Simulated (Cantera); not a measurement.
A closed system holds: 1 mol SiCl4, 0.1 mol C2H2, 8.7 mol H2, equilibrated at 1.30 mbar.

Cantera equilibrium calculation (NASA polynomials, part measured and part estimated; ideal gas, pure solids and liquids). Candidate condensed phases: C, C6H6, C7H8, C8H18, Si, SiC; 109 gas species. The tables' values for SiCl3, SiCl are old estimates; treat these amounts as uncertain. Gases not in the tables: Si2H6 and higher silanes. Equilibrium is a limit: real reactors are often held back by kinetics, nucleation or transport.

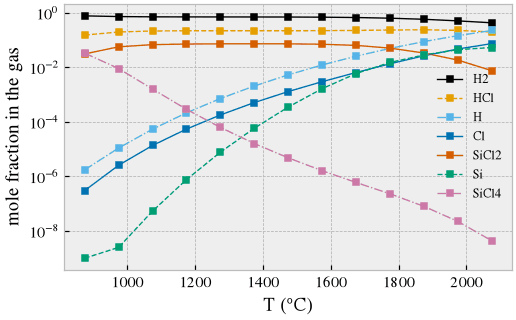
*Equilibrium gas composition (values under 1e-9 drawn at 1e-9)*

From 875 °C to 1875 °C the condensed part is SiC(s). From 1975 °C to 2075 °C nothing is condensed. The main Si-bearing gas is SiCl4 at 875 °C and Si at 2075 °C.
